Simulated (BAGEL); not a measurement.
**HF/STO-3G (density fitting with cc-pvqz-jkfit) run of [NO2]− (nitrite)**

What is the vertical singlet–triplet gap of [NO2]− (nitrite) at HF/STO-3G (density fitting with cc-pvqz-jkfit)? 

Program for the calculation: BAGEL 1.2.2.

1 further run of the same task is left out (it didn't finish). Runs told in other sessions of the task aren't counted.

## (1) The system as given

[NO2]− has 3 atoms, charge -1, and is taken as a singlet. As SMILES, `O=N[O-]`. The coordinates come from a PBE0-D4/def2-TZVPD relaxation.

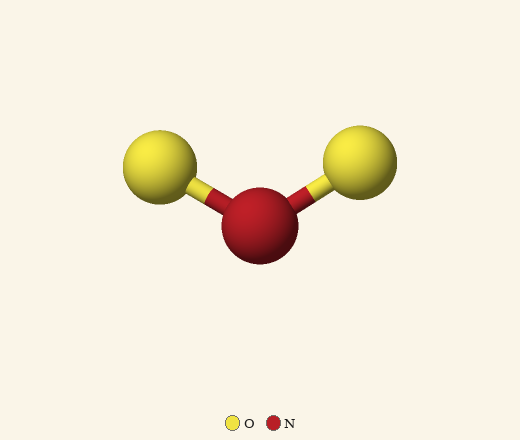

The structure, seen from a chosen angle (oxygen yellow, nitrogen red).

## (2) The energy at HF/STO-3G (density fitting with cc-pvqz-jkfit)

Contents of job.json:

```json
{ "bagel": [

{
  "title": "molecule",
  "basis": "sto-3g",
  "df_basis": "cc-pvqz-jkfit",
  "angstrom": true,
  "geometry": [
    { "atom": "O", "xyz": [    0.322840,    0.992650,    0.287620 ] },
    { "atom": "N", "xyz": [    0.325750,   -0.245400,    0.151990 ] },
    { "atom": "O", "xyz": [   -0.648590,   -0.747260,   -0.439610 ] }
  ]
},
{
  "title": "hf",
  "charge": -1
},
{
  "title": "print",
  "file": "orbitals.molden",
  "orbitals": true
}

]}
```

Started as:

```sh
BAGEL_NUM_THREADS=1 BAGEL job.json > job.out
```

Log:

```text
* using 1 threads per process

  ===============================================================
  ===============================================================

  *** Geometry ***

  { "atom" : "O", "xyz" : [      0.610079,      1.875837,      0.543523 ] },
  { "atom" : "N", "xyz" : [      0.615578,     -0.463739,      0.287219 ] },
  { "atom" : "O", "xyz" : [     -1.225657,     -1.412117,     -0.830743 ] },

  Number of auxiliary basis functions:      318

  Since a DF basis is specified, we compute 2- and 3-index integrals:
    o Being stored without compression. Storage requirement is 0.001 GB

  Number of basis functions:       15
  Number of electrons      :       23

    * METHOD: MOLECULE                             0.06

  *** RHF ***

  === Nuclear Repulsion ===
    63.5524637009

      * DIIS with orbital gradients will be used.

  === RHF iteration (sto-3g) ===
      0       -201.05569718          0.04358032           0.00
      1       -201.13724798          0.01961574           0.00
      2       -201.15533142          0.00144616           0.00
      3       -201.15578761          0.00044828           0.00
      4       -201.15582387          0.00015185           0.00
      5       -201.15582725          0.00000938           0.00
      6       -201.15582726          0.00000157           0.00
      7       -201.15582726          0.00000034           0.00
      8       -201.15582726          0.00000015           0.00
      9       -201.15582726          0.00000004           0.00
     10       -201.15582726          0.00000001           0.00
    * SCF iteration converged.

    * Permanent dipole moment:
           (   -0.038801,     0.029212,    -0.018106) a.u.

    * METHOD: HF                                   0.05

    * METHOD: PRINT                                0.00

  ===============================================================
```

It took 0.22 s on 1 thread of Arm Neoverse V1, shared host.

## (3) The triplet at the same level

Contents of job.json:

```json
{ "bagel" : [

{
  "title" : "molecule",
  "basis" : "sto-3g",
  "df_basis" : "cc-pvqz-jkfit",
  "angstrom" : true,
  "geometry" : [
    { "atom" : "O", "xyz" : [       0.322840,       0.992650,       0.287620 ] },
    { "atom" : "N", "xyz" : [       0.325750,      -0.245400,       0.151990 ] },
    { "atom" : "O", "xyz" : [      -0.648590,      -0.747260,      -0.439610 ] }
  ]
},

{ "title" : "uhf", "charge" : -1, "nopen" : 2 },

{ "title" : "print", "file" : "orbitals.molden", "orbitals" : true }

]}
```

Started as:

```sh
BAGEL_NUM_THREADS=1 BAGEL job.json > job.out
```

Log:

```text
* using 1 threads per process

  ===============================================================
  ===============================================================

  *** Geometry ***

  { "atom" : "O", "xyz" : [      0.610079,      1.875837,      0.543523 ] },
  { "atom" : "N", "xyz" : [      0.615578,     -0.463739,      0.287219 ] },
  { "atom" : "O", "xyz" : [     -1.225657,     -1.412117,     -0.830743 ] },

  Number of auxiliary basis functions:      318

  Since a DF basis is specified, we compute 2- and 3-index integrals:
    o Being stored without compression. Storage requirement is 0.001 GB

  Number of basis functions:       15
  Number of electrons      :       23

    * METHOD: MOLECULE                             0.05

  *** Open-shell HF ***

  === Nuclear Repulsion ===
    63.5524637009

      * DIIS with orbital gradients will be used.

  === UHF iteration (sto-3g) ===
      0       -201.05176466          0.05632179           0.00
      1       -201.10211719          0.01986831           0.00
      2       -201.10897683          0.00746062           0.00
      3       -201.11008199          0.00163671           0.00
      4       -201.11045737          0.00039825           0.00
      5       -201.11047499          0.00011460           0.00
      6       -201.11047654          0.00004210           0.00
      7       -201.11047670          0.00001411           0.00
      8       -201.11047672          0.00000762           0.00
      9       -201.11047672          0.00000271           0.00
     10       -201.11047672          0.00000028           0.00
     11       -201.11047672          0.00000013           0.00
     12       -201.11047672          0.00000012           0.00
     13       -201.11047672          0.00000012           0.00
     14       -201.11047672          0.00000009           0.00
     15       -201.11047672          0.00000005           0.00
     16       -201.11047672          0.00000001           0.00
     17       -201.11047672          0.00000001           0.00
    * SCF iteration converged.

    * S^2 (UHF) is 2.0204

    * Permanent dipole moment:
           (   -0.096433,     0.072624,    -0.044996) a.u.

    * METHOD: UHF                                  0.11

    * METHOD: PRINT                                0.00

  ===============================================================
```

It took 0.28 s on 1 thread of Arm Neoverse V1, shared host.

## (4) Summary of results

Level: HF/STO-3G (density fitting with cc-pvqz-jkfit).

| quantity | value |
| --- | --- |
| singlet: total energy | -201.15583 Eh |
| singlet: HOMO energy | 2.84 eV |
| singlet: LUMO energy | 17.57 eV |
| singlet: HOMO–LUMO gap (to an unbound level, set by the basis) | 14.73 eV |
| triplet: total energy | -201.11048 Eh |
| triplet: ⟨S²⟩ | 2.020 |
| vertical energy of the triplet above the singlet | 1.234 eV |

**Reading.** At this shape the triplet lies 1.23 eV (28 kcal/mol) above the singlet. In a minimal basis such a difference can be off by several eV, whatever the method. The HOMO (singlet) lies at positive energy, 2.84 eV: the electron is unbound at this level or held by a compact basis; values depend on the basis.
